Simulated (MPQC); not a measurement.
**CH3BClFO (SMILES BC(O)(F)Cl) at 4 levels**

We compute a comparison of 4 runs (HF/STO-3G, HF/def2-SVP, BLYP/def2-SVP, PBE0/def2-SVP) of CH3BClFO. 

Program for the calculation: MPQC 2.3.1.

## Step 1: The system as given

CH3BClFO: 8 atoms, total charge 0, spin state singlet. As SMILES, `BC(O)(F)Cl`. The coordinates come from a PBE0-D4/def2-TZVP relaxation. This is one conformer, not always the lowest.

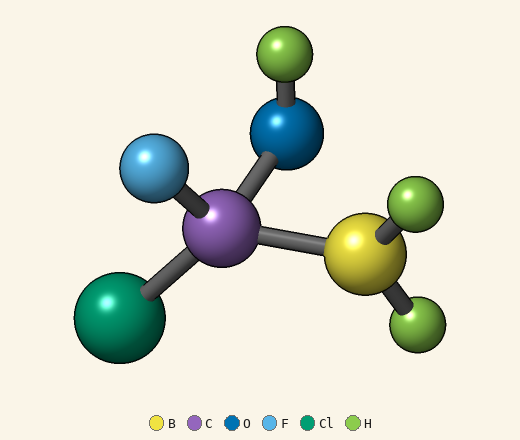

Viewed from a chosen angle; boron yellow, carbon purple, oxygen blue, fluorine blue, chlorine teal, hydrogen green.

## Step 2: Energy and forces at HF/STO-3G (run 1)

The input, input.in:

```
% CH3BClFO
molecule<Molecule>: (
   symmetry = c1
   unit = angstrom
   { atoms geometry } = {
      B  [ -0.496700       0.835900       0.196700 ]
      C  [ 0.656000      -0.125700      -0.169000 ]
      O  [ -0.573100      -0.892300      -0.337200 ]
      F  [ 1.403700      -0.711800       0.783800 ]
      Cl [ 1.548100      -0.091800      -1.664700 ]
      H  [ -0.796500       0.892200       1.348900 ]
      H  [ -0.991600       1.504400      -0.650000 ]
      H  [ -0.657600      -1.468100       0.435900 ]
   }
)
basis<GaussianBasisSet>: (
   name = "STO-3G"
   molecule = $:molecule
   basisdir = "."
   puream = yes
)
mpqc: (
   checkpoint = no
   savestate = no
   restart = no
   do_energy = yes
   do_gradient = yes
   optimize = no
   mole<CLHF>: (
      molecule = $:molecule
      basis = $:basis
      total_charge = 0
      memory = 1000000000
      print_evals = yes
      print_npa = yes
      maxiter = 120
      value_accuracy = 1e-08
      guess_wavefunction<ExtendedHuckelWfn>: (
         molecule = $:molecule
         total_charge = 0
         multiplicity = 1
         basis<GaussianBasisSet>: (
            name = "STO-3G"
            molecule = $:molecule
         )
      )
   )
)
```

The basis set STO-3G is read from a file made from the Basis Set Exchange's data (not shown).

Started as:

```sh
$ mpqc input.in > input.out
```

The log of the run:

```text
MPQC: Massively Parallel Quantum Chemistry
[...]
  CLSCF::init: total charge = 0
[...]
  nbasis = 32
[...]
  iter     1 energy = -685.7780231069 delta = 3.98349e-01
[...]
  LUMO is    25   A =   0.319177
  total scf energy = -689.9569418088
[...]
Value of the MolecularEnergy: -689.9569418088
  Gradient of the MolecularEnergy:
      1    0.0266587477
      2    0.0056341110
      3    0.0033896707
      4    0.0075863666
      5   -0.0036267323
      6   -0.0311764675
      7    0.0180411039
      8   -0.0406053918
      9    0.0166411686
     10   -0.0135432596
     11    0.0102058551
     12   -0.0185476729
[...]
      symmetry = c1
[...]
```

Wall time 1.6 s (1 thread of Arm Neoverse N1, shared host); peak memory 0.44 GiB.

## Step 3: Energy and gradient at HF/def2-SVP (run 2)

The input, run.in:

```
% emacs should use -*- KeyVal -*- mode
molecule<Molecule>: (
   symmetry = c1
   unit = angstrom
   { atoms geometry } = {
      B  [ -0.496700     0.835900     0.196700 ]
      C  [ 0.656000    -0.125700    -0.169000 ]
      O  [ -0.573100    -0.892300    -0.337200 ]
      F  [ 1.403700    -0.711800     0.783800 ]
      Cl [ 1.548100    -0.091800    -1.664700 ]
      H  [ -0.796500     0.892200     1.348900 ]
      H  [ -0.991600     1.504400    -0.650000 ]
      H  [ -0.657600    -1.468100     0.435900 ]
   }
)
basis<GaussianBasisSet>: (
   name = "def2-SVP"
   molecule = $:molecule
   basisdir = "."
   puream = yes
)
mpqc: (
   checkpoint = no
   savestate = no
   restart = no
   do_energy = yes
   do_gradient = yes
   optimize = no
   mole<CLHF>: (
      molecule = $:molecule
      basis = $:basis
      total_charge = 0
      memory = 1000000000
      print_evals = yes
      print_npa = yes
      maxiter = 120
      value_accuracy = 1e-08
      guess_wavefunction<CLHF>: (
         molecule = $:molecule
         total_charge = 0
         memory = 1000000000
         value_accuracy = 1e-3
         basis<GaussianBasisSet>: (
            name = "STO-3G"
            molecule = $:molecule
         )
      )
   )
)
```

The basis set def2-SVP is read from a file made from the Basis Set Exchange's data (not shown).

Started as:

```sh
$ mpqc run.in > run.out
```

The log of the run:

```text
MPQC: Massively Parallel Quantum Chemistry
[...]
  LUMO is    25   A =   0.129205
  total scf energy = -697.7165440964
[...]
Value of the MolecularEnergy: -697.7165440964
  Gradient of the MolecularEnergy:
      1   -0.0003245339
      2   -0.0100351392
      3   -0.0021190363
      4    0.0051210062
      5    0.0189154568
      6   -0.0030997191
      7   -0.0180639598
      8    0.0082883856
      9   -0.0215026358
     10    0.0117144243
     11   -0.0077928258
     12    0.0121491148
[...]
      symmetry = c1
[...]
```

Run time: 32 s. Hardware: 1 thread of Arm Neoverse N1, shared host; peak memory 0.5 GiB.

## Step 4: Energy and forces at BLYP/def2-SVP (run 3)

The input, job.in:

```
% CH3BClFO
molecule<Molecule>: (
   symmetry = c1
   unit = bohr
   { atoms geometry } = {
      B  [ -0.93862697     1.57962207     0.37170913 ]
      C  [ 1.23966034    -0.23753857    -0.31936372 ]
      O  [ -1.08300204    -1.68620262    -0.63721565 ]
      F  [ 2.65260856    -1.34510706     1.48116734 ]
      Cl [ 2.92548501    -0.17347686    -3.14582708 ]
      H  [ -1.50516686     1.68601365     2.54905157 ]
      H  [ -1.87385243     2.84290398    -1.22832198 ]
      H  [ -1.24268390    -2.77430692     0.82373162 ]
   }
)
basis<GaussianBasisSet>: (
   name = "def2-SVP"
   molecule = $:molecule
   basisdir = "."
   puream = yes
)
mpqc: (
   checkpoint = no
   savestate = no
   restart = no
   do_energy = yes
   do_gradient = yes
   optimize = no
   mole<CLKS>: (
      molecule = $:molecule
      basis = $:basis
      total_charge = 0
      memory = 1000000000
      print_evals = yes
      print_npa = yes
      maxiter = 120
      value_accuracy = 1e-08
      functional<StdDenFunctional>: ( name = "BLYP" )
      integrator<RadialAngularIntegrator>: ( grid = xfine )
      guess_wavefunction<CLHF>: (
         molecule = $:molecule
         total_charge = 0
         memory = 1000000000
         value_accuracy = 1e-3
         basis<GaussianBasisSet>: (
            name = "STO-3G"
            molecule = $:molecule
         )
      )
   )
)
```

The basis set def2-SVP is read from a file made from the Basis Set Exchange's data (not shown).

Started as:

```sh
$ mpqc job.in > job.out
```

The log of the run:

```text
MPQC: Massively Parallel Quantum Chemistry
[...]
  Integrated electron density error = 0.000684516940
  iter     1 energy = -699.1157191369 delta = 1.27424e-01
  Integrated electron density error = 0.000706987865
  iter     2 energy = -699.3115714057 delta = 3.68336e-02
[...]
  Integrated electron density error = 0.000000110869
  iter    14 energy = -699.5970476105 delta = 1.84001e-07
  Integrated electron density error = 0.000000110869
  iter    15 energy = -699.5970476105 delta = 4.66948e-08
  Integrated electron density error = 0.000000110869
  iter    16 energy = -699.5970476105 delta = 1.27382e-08
[...]
  LUMO is    25   A =  -0.031618
  total scf energy = -699.5970476105
[...]
  Integrated electron density error = 0.000000108155
  Total Gradient:
[...]
Value of the MolecularEnergy: -699.5970476105
  Gradient of the MolecularEnergy:
      1    0.0000830508
      2   -0.0035348681
      3   -0.0015543042
      4   -0.0021927570
      5   -0.0089251529
      6   -0.0016494023
      7    0.0145634861
      8    0.0048522311
      9    0.0148217560
     10   -0.0095876281
     11    0.0069984693
     12   -0.0149870471
[...]
        symmetry = c1
[...]
```

Run time: 2.6 min. Hardware: 1 thread of Arm Neoverse N1, shared host; peak memory 0.51 GiB.

## Step 5: Energy and gradient at PBE0/def2-SVP (run 4)

Edit run.in of step 3 so:

```diff
@@ -28,3 +28,3 @@
    optimize = no
-   mole<CLHF>: (
+   mole<CLKS>: (
       molecule = $:molecule
@@ -37,2 +37,8 @@
       value_accuracy = 1e-08
+      functional<SumDenFunctional>: (
+         a0 = 0.25
+         coefs = [ 0.75 1 ]
+         funcs: [ <PBEXFunctional>: () <PBECFunctional>: () ]
+      )
+      integrator<RadialAngularIntegrator>: ( grid = xfine )
       guess_wavefunction<CLHF>: (
@@ -43,3 +49,3 @@
          basis<GaussianBasisSet>: (
-            name = "STO-3G"
+            name = "STO-2G"
             molecule = $:molecule
```

The basis set def2-SVP is read from a file made from the Basis Set Exchange's data (not shown).

Started as:

```sh
$ mpqc run.in > run.out
```

The log of the run:

```text
MPQC: Massively Parallel Quantum Chemistry
[...]
  Integrated electron density error = 0.000549813131
  iter     1 energy = -698.6921340053 delta = 1.29707e-01
  Integrated electron density error = 0.000590610658
  iter     2 energy = -699.1801230108 delta = 3.44019e-02
[...]
  Integrated electron density error = 0.000000102253
  iter    13 energy = -699.2535916229 delta = 1.15408e-07
  Integrated electron density error = 0.000000102252
  iter    14 energy = -699.2535916229 delta = 5.03165e-08
  Integrated electron density error = 0.000000102255
  iter    15 energy = -699.2535916229 delta = 1.03867e-08
[...]
  LUMO is    25   A =  -0.000804
  total scf energy = -699.2535916229
[...]
  Integrated electron density error = 0.000000099761
  Total Gradient:
[...]
Value of the MolecularEnergy: -699.2535916229
  Gradient of the MolecularEnergy:
      1   -0.0020438482
      2    0.0028189573
      3    0.0009566466
      4   -0.0009646689
      5    0.0056587568
      6   -0.0021527028
      7   -0.0027813196
      8   -0.0039306798
      9    0.0010462081
     10    0.0027997169
     11   -0.0016621205
     12    0.0015397611
[...]
        symmetry = c1
[...]
```

It took 2.7 min on 1 thread of Arm Neoverse N1, shared host; peak memory 0.51 GiB.

## Step 6: The series

| run | level | starting guess | integration grid | energy (Eh) | HOMO energy (eV) | LUMO energy (eV) | HOMO–LUMO gap (eV) | wall time |
| --- | --- | --- | --- | --- | --- | --- | --- | --- |
| 1 | HF/STO-3G | huckel STO-3G | – | -689.956942 | -9.94 | 8.69 | 18.63 | 1.6 s |
| 2 | HF/def2-SVP | STO-3G | – | -697.716544 | -12.05 | 3.52 | 15.56 | 32 s |
| 3 | BLYP/def2-SVP | STO-3G | xfine | -699.597048 | -6.82 | -0.86 | 5.96 | 2.6 min |
| 4 | PBE0/def2-SVP | STO-2G | xfine | -699.253592 | -8.51 | -0.02 | 8.49 | 2.7 min |

## Step 7: What came out

| quantity | value |
| --- | --- |
| run 4: total energy | -699.25359 Eh |
| run 4: HOMO energy | -8.51 eV |
| run 4: LUMO energy | -0.02 eV |
| run 4: HOMO–LUMO gap | 8.49 eV |
| run 4: largest force on an atom | 0.327 eV/Å |

What this shows: The HOMO–LUMO gap runs from 5.96 eV (BLYP/def2-SVP) to 18.63 eV (HF/STO-3G). The two ends differ in method and basis. Totals of different functionals can't be ranked against each other. In run 1 the basis is minimal, so the values are rough. All runs together took 5.8 min, the longest 2.7 min.
